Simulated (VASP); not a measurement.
Band structure of WS$_{2}$ (2H layered). Method: revPBE GGA, VASP's PBE PAW potentials (set 64) (plane waves; VASP).

Without a dispersion term in the relaxation, distances and binding between the weakly bound layers, chains or molecules are unreliable, and so is what depends on them. Unless said otherwise, spin-orbit coupling is left out, though it shifts the bands of the heavy elements here.

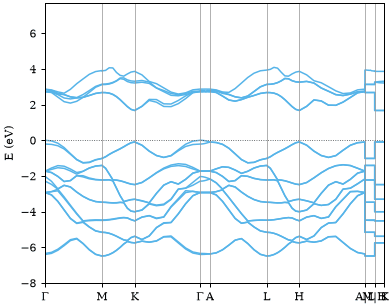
Fig. 1. Bands along high-symmetry lines, zero at the valence-band maximum or, without a gap, the Fermi level

Question: Read the plot: is there a gap, and where are the band edges?

Answer: The gap is indirect, 1.67 eV, from the valence maximum at Γ to the conduction minimum at K. (Edges off the drawn lines would not show.)

The compound is WS2 in the 2H layered structure. It was relaxed first, which changed the volume by +35 %.
